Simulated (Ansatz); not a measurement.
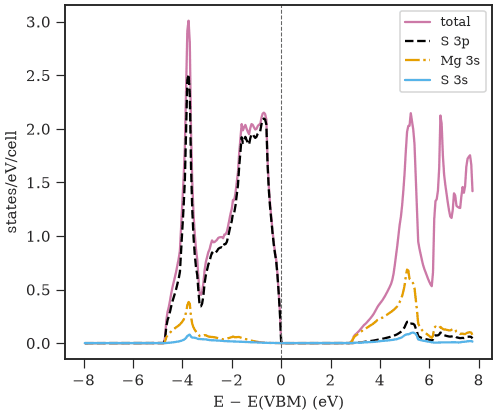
Total and projected density of states of MgS (rock salt, Fm-3m), PBE (plane waves, PAW; program Ansatz)

Question: Which orbitals carry the states next to the gap?

Answer: Top 1 eV of the valence band: S 3p 97 %. Bottom 1 eV of the conduction band: Mg 3s 75 %, S 3p 7 %, outside the projected shells 14 %. Projections are on Löwdin-orthogonalised atomic valence shells; empty p or d shells of many metals are not among them.

Question: Where is the tallest occupied peak in this window, and what makes it?

Answer: Near -3.8 eV, about 3.0 states/eV per cell; the largest projected share is S 3p.

The PBE relaxation kept the symmetry of its start; phonons on a q-mesh show no instability.

Potentials: the later of the program's two PAW sets.
